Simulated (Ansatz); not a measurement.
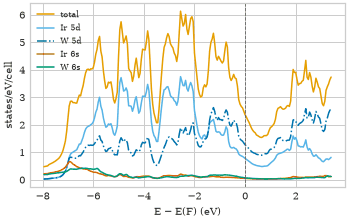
Total and projected density of states of IrW in space group Pmma (No. 51; Ir on 2f, W on 2e), LDA in the plane-wave PAW code Ansatz

Task: Which orbitals carry the states next to the Fermi level?

Result: Within 0.5 eV of the Fermi level: W 5d 55 %, Ir 5d 32 %, outside the projected shells 7 %. Projections are on Löwdin-orthogonalised atomic valence shells; empty p or d shells of many metals are not among them.

Task: Where is the tallest occupied peak in this window, and what makes it?

Result: Near -2.5 eV, about 6.1 states/eV per cell; the largest projected share is Ir 5d.

The first step of the workflow began from a Materials Project structure, measured or hypothetical; the Crystallography Open Database files this formula in space group No. 51, but the cells were not matched. Its standing as an ambient phase is unchecked. Symmetry was held in the LDA relaxation; of distortions, only those at the zone centre were tested. The run is not spin-polarised. Scalar-relativistic: spin–orbit coupling is off unless named, which matters more the heavier the elements.

Potentials: the later of the program's two PAW sets.
